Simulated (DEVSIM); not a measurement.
Device: Si p+/n-/n+ power diode, at 300 K.

```tsv
layer (left to right)	material	thickness (μm)	Nd (cm⁻³)	Na (cm⁻³)	τn (s)	τp (s)
1	Si	1.10	-	3.6e18	3.9e-5	3.9e-5
2	Si	30.0	1.8e16	-	3.9e-5	3.9e-5
3	Si	1.30	2.5e18	-	3.9e-5	3.9e-5
```

Left contact: ohmic. Right contact: ohmic. Voltage is applied to the left contact. Recombination: SRH at mid-gap. Mobility is constant in doping.

Constants are typed, rounded textbook-type inputs, not results; the design itself was drawn at random and stands for no fabricated device. Values at 300 K.

| parameter | Si |
|---|---|
| gap (eV) | 1.124 |
| affinity (eV) | 4.05 |
| permittivity | 11.7 |
| Nc (cm⁻³) | 2.86e19 |
| Nv (cm⁻³) | 3.1e19 |
| μn (cm²/Vs) | 1417 |
| μp (cm²/Vs) | 470 |

DEVSIM, 1D drift-diffusion, Boltzmann statistics, complete ionisation; no tunnelling, impact ionisation, image-force lowering or self-heating.

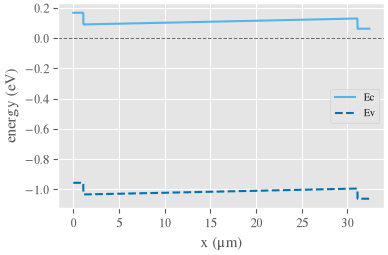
Band edges at 0.9 V on the left contact

Energies count from the Fermi level of the right contact; mesh points crowd at the junctions.

```
x (μm)   Ec (eV)  Ev (eV)  n (cm⁻³)  p (cm⁻³)  field (V/cm)
-------  -------  -------  --------  --------  ------------
0.000      0.168   -0.956     < 1e2    3.6e18           ≈ 0
0.04979    0.168   -0.956    4.5e14    3.6e18           ≈ 0
0.1982     0.168   -0.956    1.8e15    3.6e18           ≈ 0
0.6135     0.168   -0.956    5.6e15    3.6e18           ≈ 0
1.009      0.168   -0.956    9.2e15    3.6e18           ≈ 0
1.086      0.168   -0.956    9.9e15    3.6e18          -240
1.122      0.093   -1.031    1.9e17    1.9e17         -2700
1.284      0.091   -1.033    2.0e17    1.8e17            13
1.728      0.092   -1.032    2.0e17    1.8e17            13
3.204      0.094   -1.030    2.0e17    1.8e17            13
7.737      0.100   -1.024    2.0e17    1.8e17            13
23.61      0.120   -1.004    1.9e17    1.7e17            13
28.72      0.127   -0.997    1.8e17    1.7e17            14
30.36      0.129   -0.995    1.8e17    1.7e17            14
30.96      0.130   -0.994    1.8e17    1.7e17            14
31.07      0.130   -0.994    1.9e17    1.6e17         -1100
31.11      0.063   -1.061    2.5e18    1.2e16         -1400
31.18      0.063   -1.061    2.5e18    1.1e16           ≈ 0
31.53      0.063   -1.061    2.5e18    8.0e15           ≈ 0
32.09      0.063   -1.061    2.5e18    2.9e15           ≈ 0
32.32      0.063   -1.061    2.5e18    7.6e14           ≈ 0
32.40      0.063   -1.061    2.5e18     < 1e2           ≈ 0
```
